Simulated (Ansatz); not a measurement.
## A ladder of methods for CH3B (SMILES B[CH])

The species is CH3B (5 atoms), meant as a triplet with charge 0. SMILES: `B[CH]`. Geometry: relaxed at GFN2-xTB.

```csv
atom,x (Å),y (Å),z (Å)
B,-0.3524,-0.4014,-0.0714
C,0.5075,0.7795,-0.1420
H,-0.3085,-1.1182,0.8668
H,-1.1046,-0.6727,-0.9314
H,1.2581,1.4128,0.2779
```

Each level gives the energy change with the B1–C2 bond stretched from 1.463 to 1.828 Å (eV). The values are calculated.

```csv
level,kind,program,value (eV),less FCI/STO-3G
UBLYP/STO-3G,GGA,Ansatz,1.15,+0.09
UPBE/STO-3G,GGA,Ansatz,1.23,+0.17
U-r2SCAN/STO-3G,meta-GGA,Ansatz,1.29,+0.23
UCAM-B3LYP/STO-3G,range-separated hybrid,Ansatz,1.34,+0.28
UHSE06/STO-3G,range-separated hybrid,Ansatz,1.34,+0.28
UMP2/STO-3G,perturbation theory,Ansatz,1.19,+0.13
UBCCD(T)/STO-3G,coupled cluster or CI,Ansatz,1.07,+0.01
UCCSDT/STO-3G,coupled cluster or CI,Ansatz,1.06,0.00
FCI/STO-3G,exact in the basis,Ansatz,1.06,0.00
```

FCI/STO-3G is exact within its basis and frozen core, so for wave-function methods in that basis the difference is their error; functionals converge differently with the basis, so for them it is only a difference. The first shape isn't each level's own minimum. The values span 1.06 to 1.34 eV. All rows use very small basis sets, so even the best lies far from the true value.

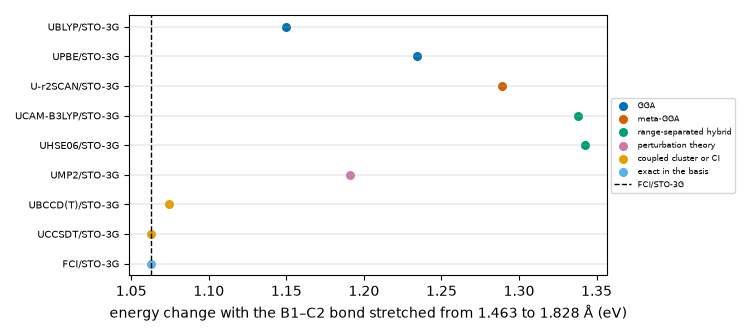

The values of the table, level by level.
